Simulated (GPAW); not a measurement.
Two runs for the B K edge of atom 3 in CrB (Cmcm). Run A: GPAW, LDA, excited-electron core hole (neutral cell), 28-atom cell with 6.6 Å between holes, 4×4×4 k points, dipole transitions, Gaussian full width 0.9 eV up to 4 eV, rising linearly to 3.5 eV at 25 eV. Run B has a fault in its input.

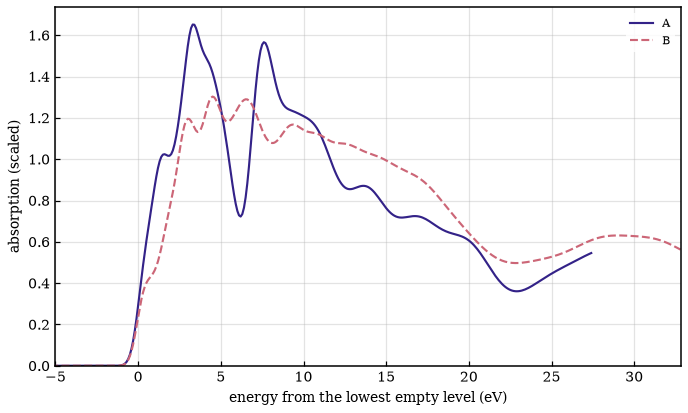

Energy from the lowest empty level; intensity scaled to a mean of 1 over the first 20 eV.

What went wrong in run B?

The cutoff is far too low. The scaled spectrum changes by 23 % r.m.s. Another feature, at 4.5 eV (1.30), becomes the highest below 16 eV; the one at 3.3 eV (1.65) is now at 3.0 eV (1.20). Other settings could leave a like mark; this is the one that was changed.

[Hosts, paths, dates, database ids (printed as entryN), source tags and the programs' standing remarks are cut or masked in the printed files.]

[Lists of maxima count a maximum above −3 eV only where it reaches 4 % of the highest in the window and stands out from its surroundings by 2 % of it (1.5 % where it reaches 55 %); shoulders and weaker maxima are passed over, and of the rest the first, up to two pre-edge ones and the few strongest are named.]
